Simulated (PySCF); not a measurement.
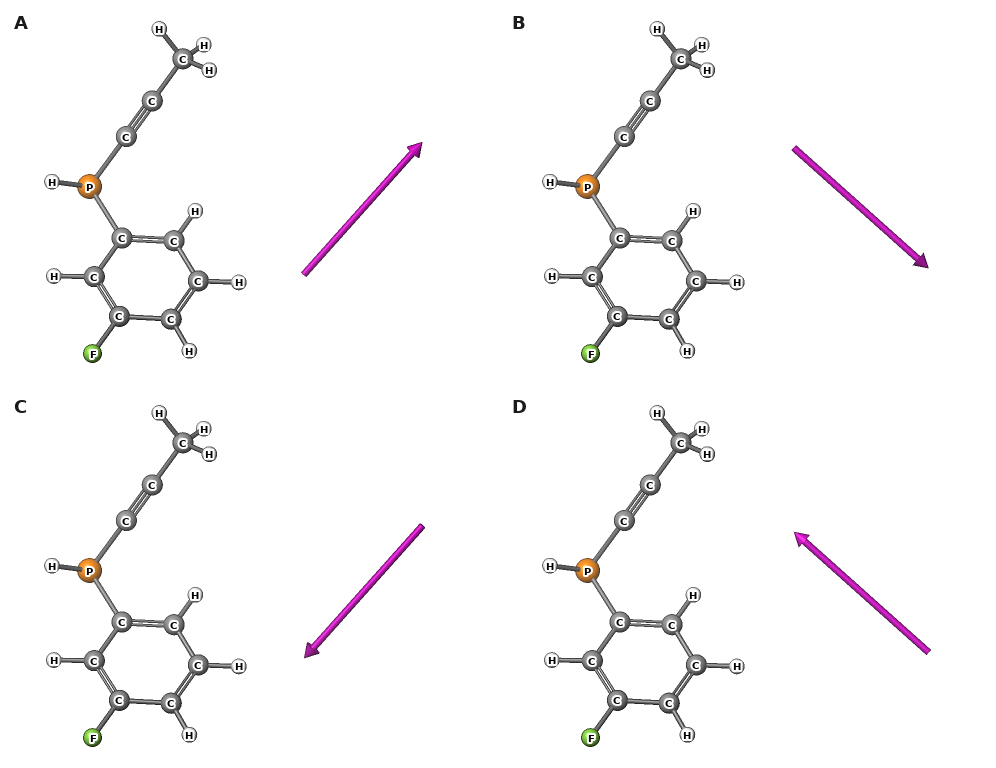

The same molecule four times, each with an arrow. Computed geometry: GFN2-xTB optimisation. No frequency run is at hand to confirm it as a minimum. Properties computed with PBE0/pcSseg-1, gas phase (PySCF 2.14.0).

**Which arrow points along the dipole moment, from the negative to the positive end?**

A. The dipole moment is 2.67 D.

The geometry is semi-empirical. Around P such bond lengths and angles can be off by a tenth of an ångström or more and by several degrees, and values that hang on the shape move with them.
